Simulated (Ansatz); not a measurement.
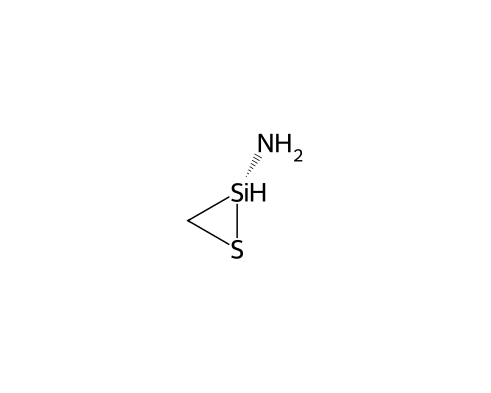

2D structure.

**Transcribe the drawing into SMILES.**

N[Si@H]1CS1

**Give the formula, hydrogens included.**

CH5NSSi.

**An optimisation with PBE0-D4/def2-TZVP gave a structure of which point group?**

C1.

The parts below concern this one geometry. Atoms keep their numbers from picture to picture. Computed geometry: PBE0-D4/def2-TZVP optimisation.

### Geometry

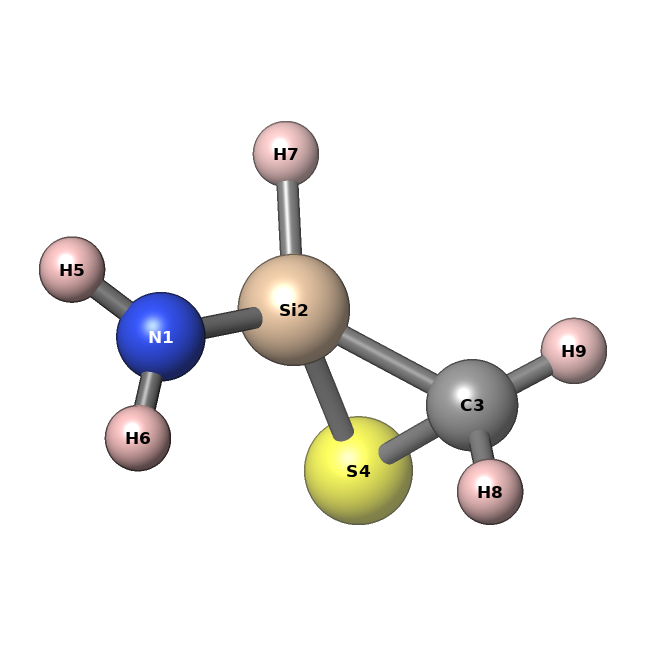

Distant atoms are faded towards the background colour.

**Which atoms or bonds are stereogenic?**

Centres: Si2.

**Assign CIP descriptors.**

Si2: R (priorities S4 > N1 > C3 > H7).

### Thermal motion

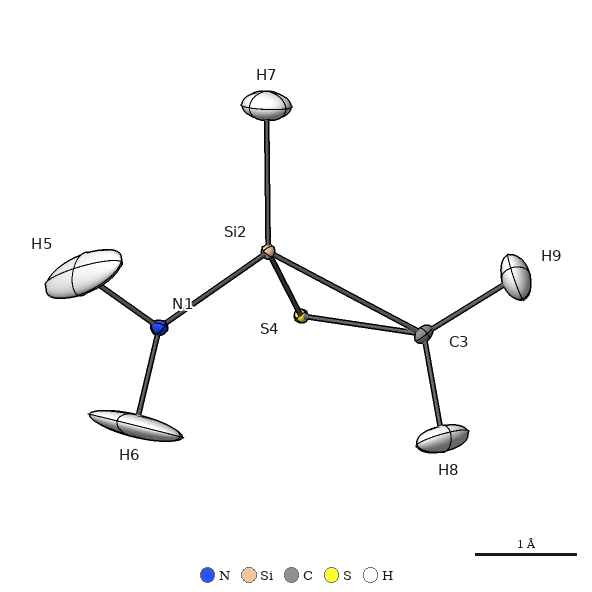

Displacement ellipsoids at the 50 % level, from the internal vibrations of the free molecule (harmonic, no overall translation or rotation; no half-axis is drawn under 0.075 Å). Vibrations computed with RKS PBE0-D4/def2-TZVP (Ansatz 0.2.0). Temperature: 298 K.

**Which atom moves most?**

H5, with U_eq = 0.0674 Å².

**Does H6 move more along its bond or across it?**

Across it: the root-mean-square amplitude is 0.077 Å along the bond and up to 0.392 Å across, since bending and torsion are softer than stretching.

List U_eq and the three principal root-mean-square amplitudes for each kind of atom.

| atom | U_eq (Å²) | rms amplitudes (Å) |
| --- | --- | --- |
| N1 | 0.0037 | 0.030, 0.053, 0.087 |
| Si2 | 0.0013 | 0.024, 0.040, 0.043 |
| C3 | 0.0030 | 0.036, 0.045, 0.075 |
| S4 | 0.00093 | 0.015, 0.022, 0.046 |
| H5 | 0.0674 | 0.083, 0.152, 0.415 |
| H6 | 0.0641 | 0.073, 0.183, 0.392 |
| H7 | 0.0214 | 0.093, 0.145, 0.186 |
| H8 | 0.0197 | 0.083, 0.134, 0.185 |
| H9 | 0.0183 | 0.092, 0.143, 0.161 |

### Vibrations

Harmonic vibrations computed with RKS PBE0-D4/def2-TZVP (Ansatz 0.2.0) at a stationary point of the same level.

**How many vibrational modes are there, and where do they lie?**

21 modes: 128, 231, 276, 378, 508, 565, 626, 719, 756, 802, 899, 943, 963, 1025, 1422, 1576, 2272, 3119, 3199, 3611, 3709 cm⁻¹.

### Levels of theory compared

Program: Ansatz 0.2.0.

At this fixed geometry, give dipole (D), HOMO–LUMO gap (eV) at these levels: B3LYP-D4/def2-TZVPP; PBE-D4/def2-TZVPP; r2SCAN-D4/def2-TZVPP; ωB97M-V/def2-TZVPP.

| level | dipole (D) | HOMO–LUMO gap (eV) |
| --- | --- | --- |
| B3LYP-D4/def2-TZVPP | 2.51 | 6.63 |
| PBE-D4/def2-TZVPP | 2.45 | 5.00 |
| r2SCAN-D4/def2-TZVPP | 2.55 | 5.57 |
| ωB97M-V/def2-TZVPP | 2.53 | 10.93 |

### Charges

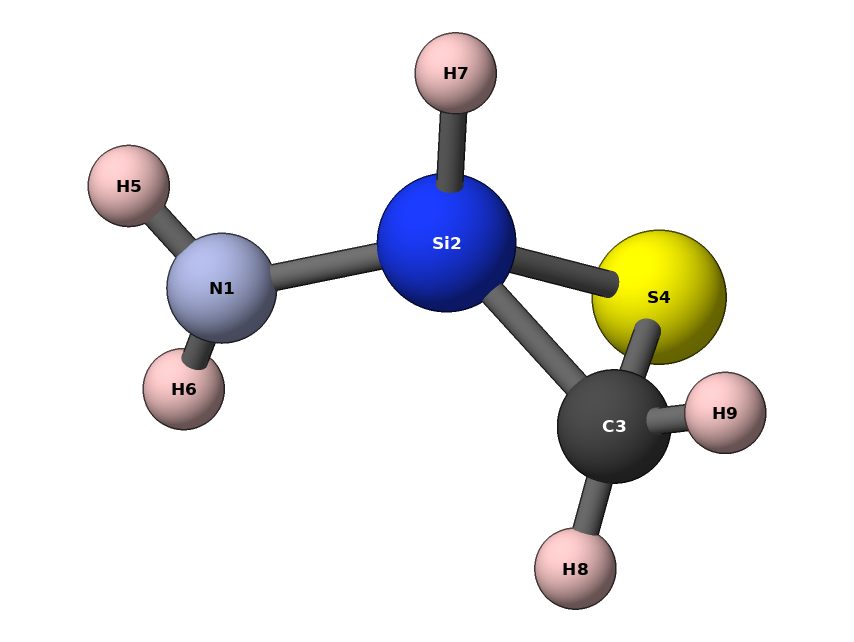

The questions are on Mulliken charges. Properties computed with RKS r2SCAN-D4/def2-TZVPP (Ansatz 0.2.0).

Give the Mulliken charges atom by atom.

```csv
atom,value (e)
N1,−0.46
Si2,0.51
C3,−0.20
S4,−0.29
H5,0.17
H6,0.17
H7,−0.08
H8,0.09
H9,0.09
```

Mulliken values depend strongly on the basis set and can even reverse the polarity of a bond.
